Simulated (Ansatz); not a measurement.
Fields on a plane of SiO2 (alpha-cristobalite type, space group P4_12_12)

```
SiO2
1.0
    5.08278     0.00000     0.00000
    0.00000     5.08278     0.00000
    0.00000     0.00000     7.09805
Si O
4 8
Direct
  0.29405   0.29405   0.00000
  0.79405   0.20595   0.75000
  0.20595   0.79405   0.25000
  0.70595   0.70595   0.50000
  0.24110   0.09387   0.17444
  0.74110   0.40613   0.57556
  0.25890   0.59387   0.07556
  0.75890   0.90613   0.67444
  0.90613   0.75890   0.32556
  0.40613   0.74110   0.42444
  0.59387   0.25890   0.92444
  0.09387   0.24110   0.82556
```

The slice is a (001) plane (indices of the conventional cell) through the point (0.794, 0.206, 0.750) (fractional), spanned by u = [100] and v = [010] in vectors of this cell: u (5.08 Å) and v (5.08 Å, at 90° to u). It covers one period; positions are fractions (u, v).

Atoms on it: Si at (0.00, 0.00). Other atoms lie within 1 Å of the plane.

All values below come from PBE (plane waves to 420 eV, PAW, scalar-relativistic; Ansatz, a program for electronic structure). k mesh 5×5×4. Inside the PAW spheres the values are not all-electron values, and peaks at nuclei hang on which shells count as valence. SiO2 was relaxed with its symmetry unable to fall. The PAW data are Ansatz's earlier set.

```
|55677888999987765444445556666666|
|66667788888887665443344556666666|
|77677777777776654433344556667777|
|77777667777666554333334455667777|
|88776666666655443322334455677888|
|88876665555544433222233456678888|
|98877655444443332222233456678899|
|99877654443333222112233456778999|
|99877654433222211111233456788999|
|99877654332211111111233456788999|
|99876654322111000011223456778999|
|98876544321110000001223455678899|
|87766543321100000001123445677888|
|77665443221000000001123345566777|
|66655433211000000001122344556666|
|55544332211000000001112334455555|
|54443322111000000001112233444555|
|44433222111100000001112223344444|
|44333222211111111111112223334444|
|44333322222221111111112233344444|
|44443333333222221111122233444444|
|55444433333333322222222334445555|
|55554444444444333222223344455555|
|65555555555554443322333444555666|
|66665566666655544333334445556666|
|66666666777766554433344455566666|
|66666777788777655443444555666777|
|66677788888887665444445556667776|
|66677888999988765544445566677766|
|66677889999998765544445566677666|
|56677889999998765544445566676666|
|55677889999998765544445566666665|
```
Scale: ten equal steps from -2.72 (start of '0') to 0.40 (end of '9'), in the order '0123456789'. Values: log₁₀ of the valence density in e/Å³. The map has 32 points along u (one character each, u = 0 at the left) and 32 along v (v = 0 in the bottom row). The scale is logarithmic, as a density can span decades between atoms and voids.

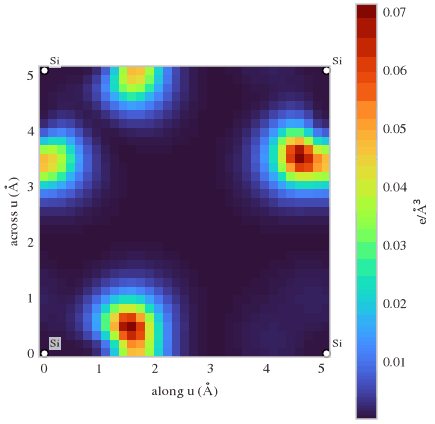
*Density of the highest valence band (whole band, smooth part) in e/Å³, one period of the plane, atoms marked. *
